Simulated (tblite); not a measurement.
# C3H9BrOSi3: the cost of one run

The runs use tblite 0.8.0 and PySCF 2.14.0, with density-fitted response routines of our own; the level of theory stands in each step. All values are computed, except where a source is named. Atoms count from 0, in the outputs and in this text.

## (1) The starting structure

17 atoms, charge 0, multiplicity 1; geometry from: force field or distance geometry start.

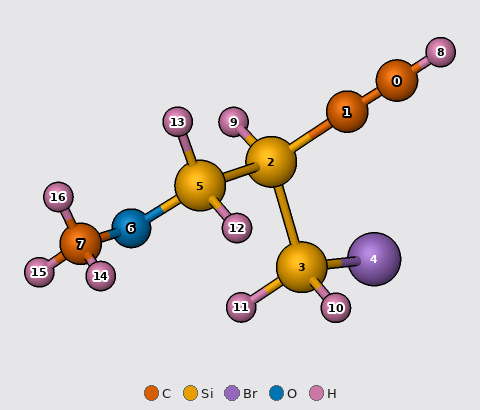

The starting geometry (carbon orange, silicon amber, bromine purple, oxygen blue, hydrogen pink), atoms numbered; sticks join atoms by distance.

## (2) Optimising the geometry with GFN2-xTB

What the job is given:

```
{"job": {"kind": "relax", "xc": "GFN2-xTB", "basis": "xTB"}, "charge": 0, "multiplicity": 1}
C      1.856400     3.514200    -0.097800
C      1.494900     2.403800    -0.373900
Si     0.974700     0.653600    -0.788800
Si     2.335600    -0.880300     0.195900
Br     4.433100    -0.617400    -0.460000
Si    -1.099000     0.202700     0.129800
O     -1.597300    -1.332700    -0.262500
C     -2.883500    -1.744800     0.165700
H      2.165900     4.506700     0.136100
H      0.934000     0.486700    -2.271500
H      2.305200    -0.748400     1.683900
H      1.925500    -2.280000    -0.135800
H     -1.046200     0.314000     1.622700
H     -2.111700     1.163300    -0.360800
H     -2.977200    -1.730500     1.256100
H     -3.047000    -2.777000    -0.166600
H     -3.670400    -1.121700    -0.282400
```

On the command line:

```sh
> OMP_NUM_THREADS=1 python probes_run.py task.json out
```

The driver reads the jobs from task.json and runs them one after another.

**Question.** How long does this first job take on 1 thread of Arm Neoverse V1, shared host?

About 1.8 s.
